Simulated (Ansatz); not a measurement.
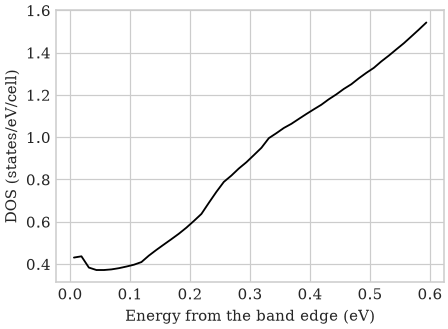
Density of states of ZrS2 (P-3m1) below the valence band maximum, r2SCAN+D4 with spin-orbit coupling, rigid bands run with Ansatz (an electronic-structure program); cell volume 69.6 Å³.

Task: What effective density of states at 300 K does this give (∫ g(E) exp(−E/k_BT) dE, both spins, divided by the cell's size)?

Result: 1.6e20 cm⁻³, a density-of-states mass of 3.4 mₑ, valleys and band degeneracy included.

Geometry: cell and atoms relaxed with r2SCAN+D4.

Computed structure with no diffraction record at hand here (it may be known, metastable or hypothetical): ZrS2 (P-3m1).
